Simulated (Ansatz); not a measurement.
# How W(110) screens a field, part 2 of 2

Where does the screening charge of W(110) sit?

Ansatz 0.2.0; plane-wave DFT, PBE, Ansatz PAW.

So far. Step 7 (Atoms held, field 0.2 V/Å): The dipole is 0.118 e·Å. Step 8 (Single point, field -0.2 V/Å): The dipole is -0.118 e·Å.

## Step 9: Single point, field 0.4 V/Å

Contents of input.yaml:

```yaml
crystal:
  lattice:
    - [2.2344574285, -1.58, 0.0]
    - [2.2344574285, 1.58, 0.0]
    - [0.0, 0.0, 29.1722871427]
  atoms:
    - { symbol: W, position: [0.0, 0.0, 0.3085119777] }
    - { symbol: W, position: [0.5, 0.5, 0.3851071866] }
    - { symbol: W, position: [0.0, 0.0, 0.4617023955] }
    - { symbol: W, position: [0.5, 0.5, 0.5382976045] }
    - { symbol: W, position: [0.0, 0.0, 0.6148928134] }
    - { symbol: W, position: [0.5, 0.5, 0.6914880223] }
kpoints:
  mp_grid: { grid: [20, 20, 1] }
hamiltonian:
  xc: pbe
scf:
  occupations: { method: fermi_dirac, width: 0.1 }
  convergence: { dr2_threshold: 1.0e-10 }
efield:
  axis: 3
  dipole_correction: true
  ramp_position: 0.97
  ramp_width: 0.06
  amplitude: 0.4
output:
  forces: true
  write_potential: true
  write_density: true
  volumetric_format: npy
  elf: true
```

Command:

```sh
> ansatz run input.yaml --threads 2 --pin off --max-ram 3072MiB --backend cpu --events-out ev --progress --plain --runs-dir out
```

Numbers of over 12 decimals in the logs are rounded to 6 here.

Output:

```text
[...]
Crystal: 6 atoms, lattice volume = 205.982 Å³
Basis set: ecut = 420 eV, 4111 PW (Γ), exchange–correlation on 40×40×400 points (8 copies of the dense FFT grid, shifted against one another)
Bands: 51, of which v1, the nominal top of the filled ones, is band 42 counted from 1 (41 counted from 0)
Symmetry: 4 space group operations
k-points: 111 of 400
[...]
k-point 0: bands = [... 38 lower, 6.5249, 6.5989, 6.8147, 6.8740, 7.6877, 7.8397, 8.4580, 8.9536, ... 14 higher]
  k-point 1: bands = [... 38 lower, 6.4906, 6.6271, 6.7297, 6.9561, 7.7197, 7.7794, 8.2792, 9.0463, ... 14 higher]
  k-point 2: bands = [... 38 lower, 6.3521, 6.4591, 6.8907, 7.0921, 7.4807, 7.7938, 8.0856, 9.2485, ... 14 higher]
  k-point 110: bands = [... 38 lower, 8.1401, 8.3989, 8.5067, 8.9304, 8.9635, 9.6099, 9.6338, 10.3158, ... 14 higher]
[key lines of the parts left out:]
SCF converged after 13 iterations
Free energy (F): -62306.144482 eV
Fermi energy:    7.875405 eV
Dipole field:    D = 0.207725 V/Å  (p = 0.236459 e·Å, saw-weighted, corrected)
```

Run time: 28 s. Hardware: 2 threads of AMD EPYC 9R45 (Zen 5), shared host; peak memory 1.2 GiB; 56 s of CPU time.

Running mean over 2.234 Å of the planar mean, with the applied field; the ramp of the sawtooth is left out. The electron's electrostatic potential energy less the Fermi level by z:

```tsv
z (Å)	electron's electrostatic potential energy less the Fermi level (eV)
5.0	4.09
7.5	-0.184
10.0	-12.6
12.5	-12.8
15.0	-12.7
17.5	-12.8
20.0	-12.4
22.5	4.40
25.0	6.05
```

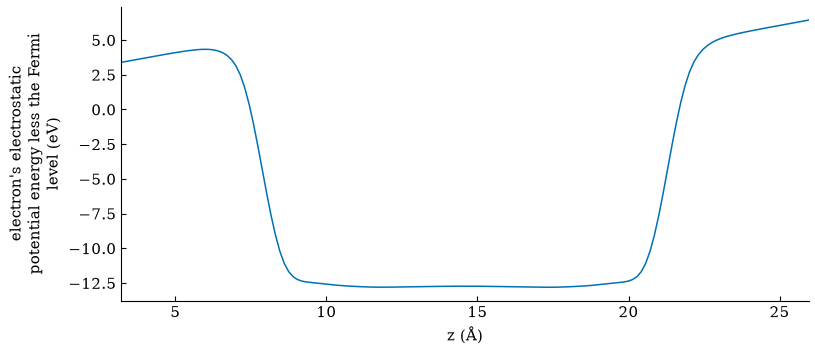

Electron's electrostatic potential energy less the Fermi level, plotted against z.

The dipole is 0.236 e·Å.

## Step 10: The response

This step: plane-wave DFT, PBE, Ansatz PAW; screening of a field by a metal slab (Ansatz 0.2.0).

The dipoles give the slope, and the difference of two potentials shows where the field is screened.

Numbers from this step:

* equivalent conductor thickness p/(ε₀AE): 15.14 Å
* distance between the outer atoms: 11.17 Å
* inner field over outer field: -0.002393
* image plane, upper face: 1.981 Å
* induced electrons on the upper face over ε₀E: -1.001
* image plane, lower face: 1.981 Å
* induced electrons on the lower face over ε₀E: 1.001

Table of dipole of the cell by applied field:

```tsv
applied field (V/Å)	dipole of the cell (e·Å)
-0.200	-0.118
-0.100	-0.0591
-0.050	-0.0295
0.000	0
0.050	0.0295
0.100	0.0591
0.200	0.118
0.400	0.236
```

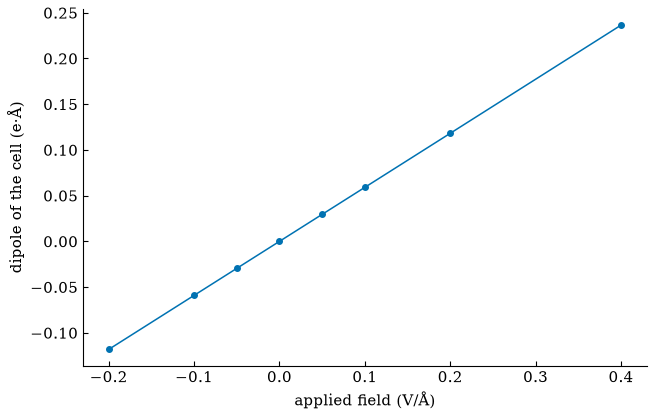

Dipole of the cell, plotted against applied field.

Local field over the applied field, running mean. From the potentials at -0.05 and 0.05 V/Å; running mean over 2.234 Å. Table of local field over applied field by z:

```tsv
z (Å)	local field over applied field
6	0.872
8	0.149
10	0.00251
12	-9.5e-4
14	-0.00246
16	-0.00403
18	0.00198
20	-0.0155
22	0.463
24	0.968
```

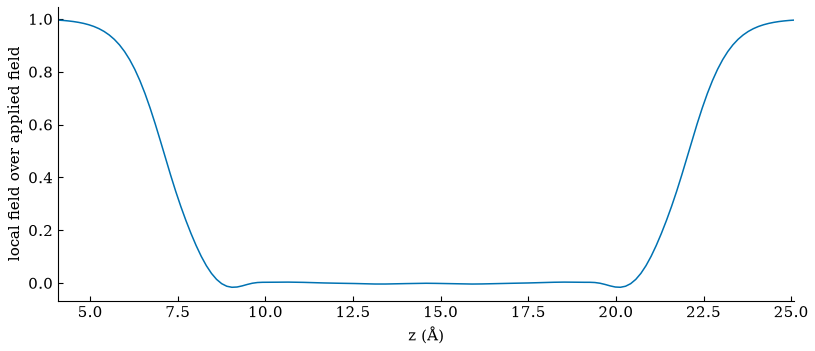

Local field over applied field against z.

Electrons, planar mean, per unit field. Table of induced electron density by z:

```tsv
z (Å)	induced electron density (e/Å³ per V/Å)
5	1.3e-4
6	7.4e-4
7	0.00294
8	0.00249
9	5.0e-5
10	5.5e-5
11	-1.6e-5
12	9.9e-5
13	-2.1e-5
14	1.7e-5
15	1.8e-5
16	1.9e-5
17	-1.0e-4
18	1.3e-4
19	-4.0e-5
20	4.0e-5
21	-0.00117
22	-0.00340
23	-9.8e-4
24	-1.8e-4
25	-2.8e-5
```

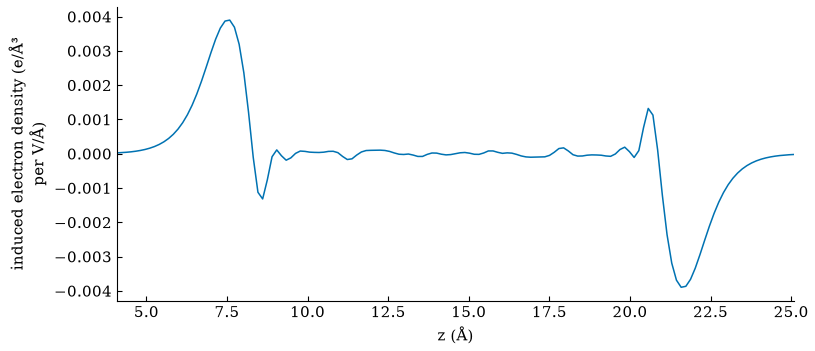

Induced electron density against z.

By hand: between -0.05 and 0.05 V/Å the dipole changes by 0.05908 e·Å, a slope of 0.5908 e·Å²/V. A perfect conductor of thickness t has p = ε₀AEt, so t = 180.95 × 0.5908 / 7.061 = 15.14 Å (e/ε₀ = 180.95 V·Å, A in Å²). Less the 11.17 Å between the outer atoms, and halved, that puts each image plane 1.98 Å out.

The induced dipole is that of a conductor 15.14 Å thick.

## Step 11: A changed input

This step: plane-wave DFT, PBE, Ansatz PAW (Ansatz 0.2.0).

An input spoilt on purpose, to show how the run answers: it repeats the earlier run at 0.05 V/Å with efield.amplitude from 0.05 to 1.5, and scf.max_iter set to 80.

Edit input.yaml of step 9 so:

```diff
@@ -19,2 +19,3 @@
   convergence: { dr2_threshold: 1.0e-10 }
+  max_iter: 80
 efield:
@@ -24,3 +25,3 @@
   ramp_width: 0.06
-  amplitude: 0.4
+  amplitude: 1.5
 output:
@@ -30,2 +31 @@
   volumetric_format: npy
-  elf: true
```

Output:

```text
[...]
Crystal: 6 atoms, lattice volume = 205.982 Å³
Basis set: ecut = 420 eV, 4111 PW (Γ), exchange–correlation on 40×40×400 points (8 copies of the dense FFT grid, shifted against one another)
Bands: 51, of which v1, the nominal top of the filled ones, is band 42 counted from 1 (41 counted from 0)
Symmetry: 4 space group operations
k-points: 111 of 400
[...]
SCF iter   1: F=—  HF=-62310.676511 eV  |F-HF|=—  |Δ(HF+E_count)|=         —  Δρ=5.47e-2  dr2=1.61e2  ethr=3.10e-3  p=1.032 e·Å  D=9.06e-1 V/Å  ΔV_dip=-26.44 eV  dr2_dipole=7.35e1  V_vac-E_F(+/−)=15.66/6.50 eV  ⟨swp⟩=10.5  Hψ=30195  notcnv=0
[...]
SCF iter  13: F=-62306.763681 eV  HF=-62306.763681 eV  |F-HF|=9.82e-10  |Δ(HF+E_count)|=   3.78e-9  Δρ=2.07e-7  dr2=8.19e-11  ethr=1.00e-12  p=0.892 e·Å  D=7.84e-1 V/Å  ΔV_dip=-22.86 eV  dr2_dipole=1.39e-12  V_vac-E_F(+/−)=13.43/1.13 eV  ⟨swp⟩=22.1  Hψ=50668  notcnv=0
WARN: efield: at this solve's end the planar-averaged density reaches 1.99e-4 e/Å³ inside the ramp window [0.9357, 0.1468] (bound 1e-5 e/Å³); the window's nearer edge stands 4.72 Å from this solve's nearest atom along the axis. Its free energy, forces, stress, dipole, levels and responses can be off, and this figure does not tell by how much. The cell may have no vacuum along `efield.axis`. A short vacuum, a low `basis.ecutwfc` or `basis.ecutrho_ratio` and negative occupations (`scf.occupations.method`) can put density there. See the manual's quickstart, § The vacuum guard
SCF 1 converged in 13 iterations: F = -62306.763681 eV  dr2 = 8.19e-11
[...]
SCF converged after 13 iterations
Free energy (F): -62306.763681 eV
[...]
Internal energy: -62306.637251 eV  (E = F + TS)
E sigma→0 (E₀):  -62306.700466 eV
Entropy (-TS):   -0.126430 eV (-21.072 meV/atom)
Fermi energy:    7.760728 eV
Dipole field:    D = 0.783755 V/Å  (p = 0.892171 e·Å, saw-weighted, corrected)
Work function:   not extracted (applied field tilts the vacuum); planar V_es + V_field profile in the machine report
[...]
Vacuum region:   at the solve's end the planar-averaged density reaches 1.99e-4 e/Å³ inside the ramp window [0.9357, 0.1468] (bound 1e-5 e/Å³)
[...]
--- Forces (eV/Å), atoms counted from 1 ---
  atom   1  W      0.00000000    -0.00000000     0.26896117
  atom   2  W     -0.00000000     0.00000000    -0.64620533
  atom   3  W     -0.00000000    -0.00000000     0.06539790
  atom   4  W     -0.00000000     0.00000000    -0.07240013
  atom   5  W      0.00000000    -0.00000000     0.79360580
  atom   6  W     -0.00000000     0.00000000    -0.40689961
  max |Σ_I F_I| component: 2.46e-3 eV/Å
--- Band table (eV; the first three rows and the last of 111) ---
  k-point 0: bands = [... 38 lower, 6.3899, 6.4838, 6.6945, 6.7591, 7.5724, 7.6817, 8.3832, 8.8373, ... 14 higher]
  k-point 1: bands = [... 38 lower, 6.3750, 6.5122, 6.6013, 6.8435, 7.5529, 7.6713, 8.2060, 8.9295, ... 14 higher]
  k-point 2: bands = [... 38 lower, 6.2386, 6.3378, 6.7687, 6.9764, 7.3110, 7.7063, 7.9941, 9.1269, ... 14 higher]
  k-point 110: bands = [... 38 lower, 8.0255, 8.2829, 8.3921, 8.8166, 8.8496, 9.4951, 9.5212, 10.2005, ... 14 higher]
```

The job ended after 30 s (2 threads; peak memory 1.2 GiB).

```tsv
quantity	this run	earlier run	difference
dipole along the normal (e·Å)	0.8922	0.02954	0.86
```

The applied field differs between the two, so the dipoles differ in any case.

In so strong a field the program warns of density in the ramp of the sawtooth; these numbers are not the system's.

## Step 12: Outcome

```yaml
work_function: 4.90 eV
image_plane_upper_face: 1.98 Å
induced_electrons_on_the_upper_face_over_eps_0e: -1.00
equivalent_conductor_thickness_p_eps_0ae: 15.1 Å
inner_field_over_outer_field: -0.00239
```

The induced charge has its centre 1.98 Å outside the outermost atoms; this is the plane from which a capacitor's gap or an image potential counts. The equivalent conductor thickness exceeds the distance between the outer atoms by 3.97 Å, about the sum of the two image-plane distances. In the middle of the slab the field is screened to under 0.5 % of its outer value. The atoms are held at bulk positions with the tabulated experimental lattice constant.

[Logs are printed without paths, hosts, clocks, repeated set-up lines and the standing remarks that a program may print on its own settings, such as how far it seeks lower states.]

[Hosts, paths, dates, database ids (printed as entryN), source tags and the programs' standing remarks are cut or masked in the printed files.]

[Maps of the electrostatic potential energy from Ansatz leave out the sawtooth potential of an applied field or a dipole correction, so their vacuum need not be flat; planar profiles and work functions include it.]
